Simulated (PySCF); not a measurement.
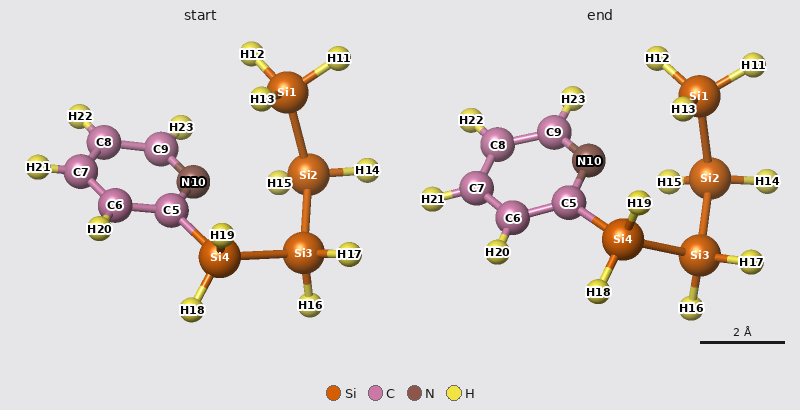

The structure of C₅H₁₃NSi₄ before (left) and after (right) a relaxation, at one scale.

Style: ball-and-stick. Shown at a tilt.

The start comes from GFN2-xTB. Its atoms were then displaced at random by about 0.01 Å.

Level of theory: PBE0-D3(BJ)/def2-SVP geometry optimisation, gas phase in PySCF 2.14.0, density-fitted response routines. 

Describe what moved and what it gained.

The atom that moves furthest after the best rigid fit is H21 (1.01 Å). Largest moves by element: H 1.01 Å, N 0.63 Å, C 0.54 Å, Si 0.46 Å. Near-neighbour distances that change, for instance: Si1–Si2 2.290 → 2.346 Å, Si4–H18 1.444 → 1.497 Å, Si3–H17 1.452 → 1.498 Å, C9–H23 1.050 → 1.096 Å. Among the angles between lasting bonds that change: H14–Si2–H15 100.6° → 107.1°, Si1–Si2–Si3 114.8° → 109.3°, Si3–Si4–H18 118.9° → 113.5°. Groups turn about Si4–C5 by about 40°. Over 13 geometry steps the energy falls by 0.411 eV.
